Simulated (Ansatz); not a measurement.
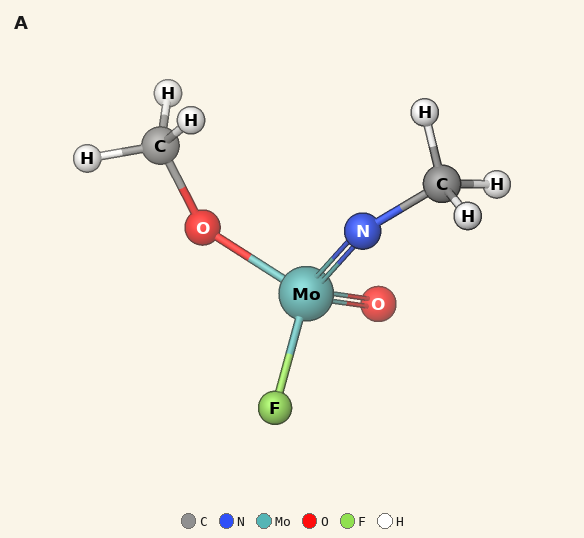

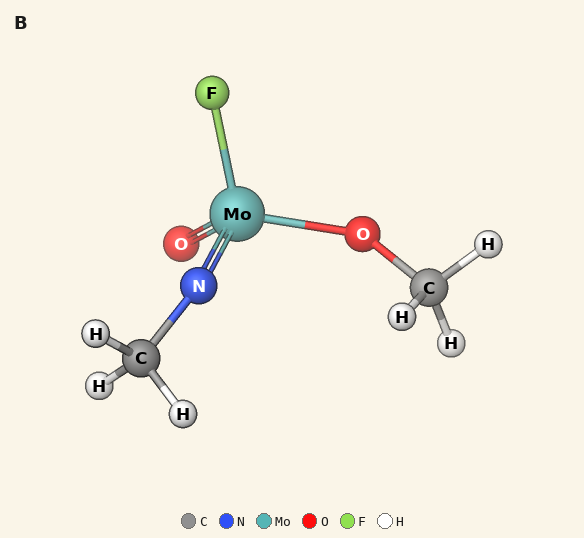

Atoms fade into the background with distance from the viewer. The species is neutral and a spin singlet. The computed structure is the end point of a PBE0-D4/def2-TZVP optimisation.

**Can A be turned into B by a rotation alone?**

Yes. They are the same structure, C2H6FMoNO2 (C[N]=[Mo@@](=[O])([F])[O]C), seen from two directions: a rotation takes one into the other. The geometry is chiral (C1), so its mirror image would differ.
